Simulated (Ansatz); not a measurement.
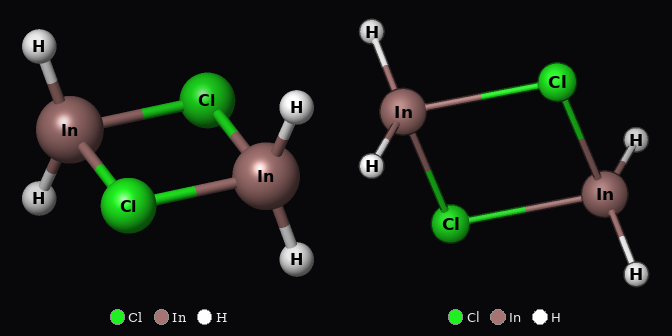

The same structure drawn twice, from different directions.

The computed structure is the end point of a PBE0-D4/def2-TZVP optimisation.

> Which formula does it have?

Cl₂H₄In₂, 8 atoms: 2 chlorine, 4 hydrogen and 2 indium.

> Count the bonded pairs by element.

4 Cl–In, 4 In–H.

> Which point group does it belong to?

D2h.

> What is its SMILES?

[Cl+]1[InH2-][Cl+][InH2-]1

> How many sets of symmetry-equivalent atoms are there?

3: 2 Cl, 2 In, 4 H.

More results for the same structure follow; atom numbers are the same in all pictures, views and colours differ.

**Electronic properties**

Method: RKS PBE0-D4/def2-TZVPP, core potentials on In (Ansatz 0.2.0).

> Estimate the HOMO energy (Kohn–Sham orbital).

−8.32 eV.

> Estimate the HOMO–LUMO gap.

7.09 eV.

> Estimate the dispersion correction.

−21.5 kJ/mol.

**Vibrations**

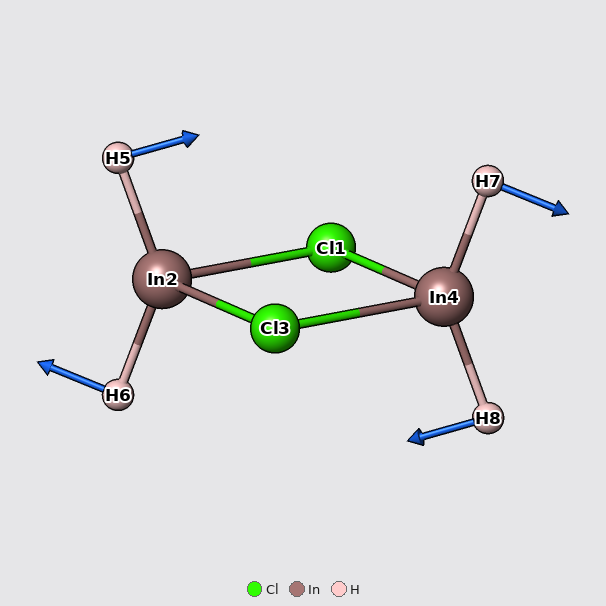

The arrows show one normal mode. Harmonic vibrations computed with RKS PBE0-D4/def2-TZVP, core potentials on In (Ansatz 0.2.0) at a stationary point of the same level.

> Describe the motion.

Mostly Cl–In–H bending.

> Estimate its harmonic wavenumber.

368 cm⁻¹; it is mode 9 of 18 counted from the lowest.

**Charges**

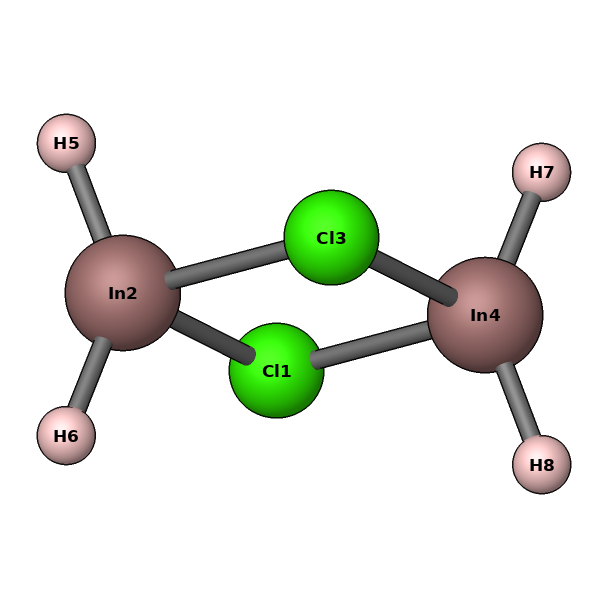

The questions are on Mulliken charges. Level of theory: RKS r2SCAN-D4/def2-TZVPP, core potentials on In (Ansatz 0.2.0).

List the Mulliken charges.

| atom | value (e) |
| --- | --- |
| Cl1 | −0.42 |
| In2 | 0.63 |
| Cl3 | −0.42 |
| In4 | 0.63 |
| H5 | −0.10 |
| H6 | −0.10 |
| H7 | −0.10 |
| H8 | −0.10 |

Mulliken values depend strongly on the basis set and can even reverse the polarity of a bond.
